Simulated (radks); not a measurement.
# Run report: Cd⁺, atomic calculation

The cadmium ion Cd⁺ in the configuration [Kr] 4d10 5s1. Computed at this level: Dirac Kohn-Sham, exchange-only B88, spin-unpolarised, spherical densities, finite nucleus (the in-house radial solver radks).

**Output**
```
1s1/2   1   2.0000        -974.60306703
2s1/2   1   2.0000        -144.89281302
2p1/2   1   2.0000        -134.92414118
2p3/2   1   4.0000        -127.84748928
3s1/2   1   2.0000         -27.22531589
3p1/2   1   2.0000         -23.22923336
3p3/2   1   4.0000         -21.96573020
3d3/2   1   4.0000         -14.88828988
3d5/2   1   6.0000         -14.63149825
4s1/2   1   2.0000          -4.17113995
4p1/2   1   2.0000          -2.88982385
4p3/2   1   4.0000          -2.67503721
4d3/2   1   4.0000          -0.72783113
4d5/2   1   6.0000          -0.70197429
5s1/2   1   1.0000          -0.45447889
Etot -5593.765388268384
Ekin 5867.854540529159
Encl -13560.419162688304
Eh 2251.438983105931
Exc -152.6397492151703
err 5.063475059830714e-09
it 15
```

**Orbitals**

```tsv
orbital	occupation	energy (eV)	⟨r⟩ (bohr)	outer maximum (bohr)
1s	2	−26520.3	0.03040	0.0197
2s	2	−3942.7	0.1313	0.111
2p1/2	2	−3671.5	0.1112	0.0859
2p3/2	4	−3478.9	0.1164	0.0903
3s	2	−740.839	0.3582	0.324
3p1/2	2	−632.100	0.3495	0.310
3p3/2	4	−597.718	0.3605	0.320
3d3/2	4	−405.131	0.3327	0.264
3d5/2	6	−398.143	0.3362	0.267
4s	2	−113.503	0.8790	0.795
4p1/2	2	−78.636	0.9390	0.828
4p3/2	4	−72.791	0.9703	0.853
4d3/2	4	−19.805	1.267	0.974
4d5/2	6	−19.102	1.286	0.985
5s	1	−12.367	2.679	2.25
```

**Slater integrals of the outer shells (hartree)**

```
       integral   value
F0(5s1/2,5s1/2)  0.3370
F0(5s1/2,4d5/2)  0.4140
G2(5s1/2,4d5/2)  0.0663
F0(5s1/2,4d3/2)  0.4149
G2(5s1/2,4d3/2)  0.0638
F0(5s1/2,4p3/2)  0.4277
G1(5s1/2,4p3/2)  0.0251
F0(4d5/2,4d5/2)  0.7089
```

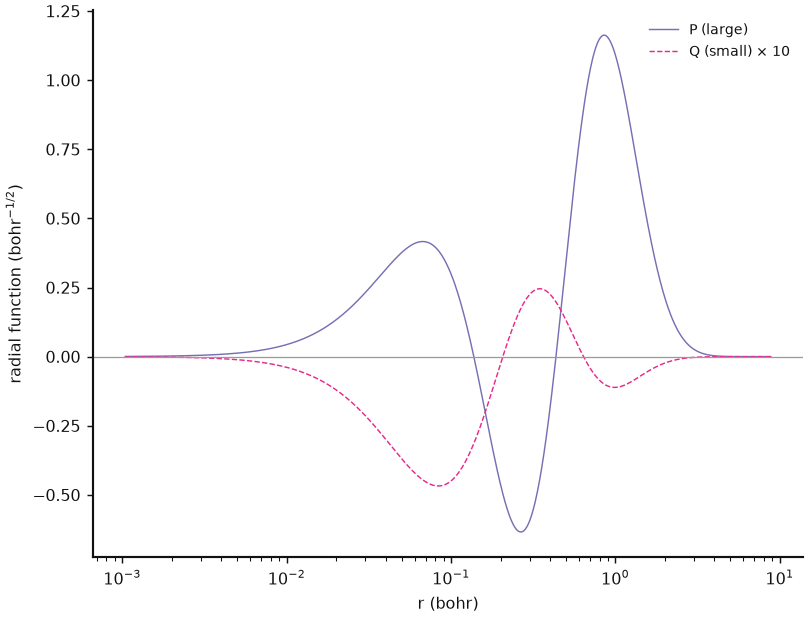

Fig. 1: The large and small radial components of one occupied spinor. It is 4p3/2. The spinor has κ = −2: the large component has l = 1 and 2 radial nodes (r = 0.138 and 0.434 bohr), the small one has l = 2. The small component carries 0.040 % of the norm; ⟨r⟩ = 0.970 bohr and the eigenvalue is −72.8 eV. The nodes of P give n − l − 1 and its extent picks the shell; Q has as many nodes as P for κ < 0 and one more for κ > 0.

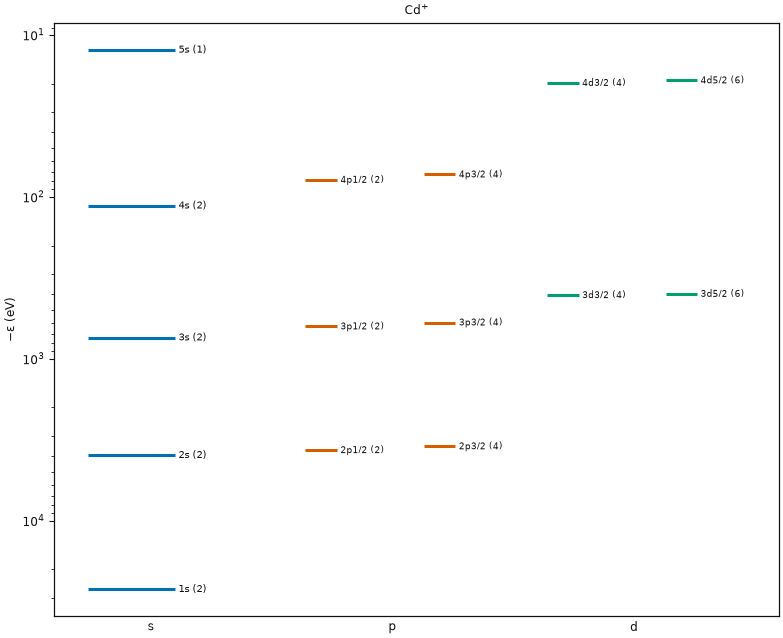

Fig. 2: All occupied levels, on a logarithmic scale of binding energy, are drawn (occupations in brackets, the lower j at the left of each column). The highest occupied level is 5s at −12.4 eV. The highest 5 occupied levels, from the top down, are 5s (−12.4 eV), 4d5/2 (−19.1 eV), 4d3/2 (−19.8 eV), 4p3/2 (−72.8 eV), 4p1/2 (−78.6 eV). Spin-orbit splittings: 4d 0.704 eV, 4p 5.84 eV, 3d 6.99 eV, 3p 34.4 eV. The measured ionisation energy (NIST) is 16.9 eV; minus the highest level, 12.4 eV, lies 27 % below it, as is usual for a semilocal functional, whose potential decays too fast.

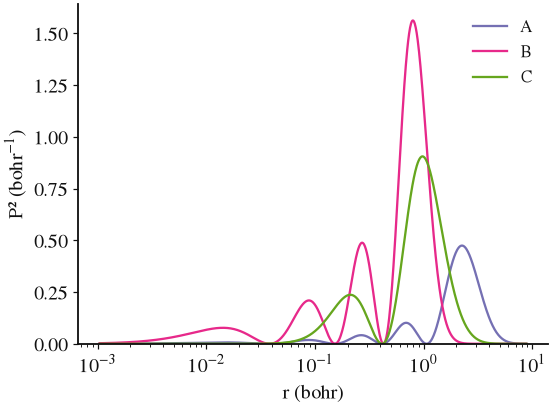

Fig. 3: The radial probability densities P² (large components) of 4d3/2, 4s and 5s. A is 5s; B is 4s; C is 4d3/2. 4s: outer maximum at 0.795 bohr, ⟨r⟩ = 0.879 bohr, 3 nodes, eigenvalue −113.5 eV; 4d3/2: outer maximum at 0.974 bohr, ⟨r⟩ = 1.27 bohr, 1 node, eigenvalue −19.8 eV; 5s: outer maximum at 2.25 bohr, ⟨r⟩ = 2.68 bohr, 4 nodes, eigenvalue −12.4 eV.

**Input**
```
Z 48
configuration [Kr] 4d10 5s1
relativity Dirac
functional b88,
spin unpolarised
j_filling average
nucleus finite rms 4.6087 fm
c 137.035999084
```

Energies in input and log are in hartree, lengths in bohr (the nuclear radius in fm).

**Results in brief**

```tsv
quantity	value
outcome	converged
total energy	−5593.7654 hartree
kinetic energy	5867.8545 hartree
electron–nucleus energy	−13560.4192 hartree
Hartree energy	2251.4390 hartree
exchange–correlation energy	−152.639749 hartree
radius at density 0.001 e/bohr³	3.89 bohr
SCF iterations	15
hardware	1 CPU thread, shared host
```
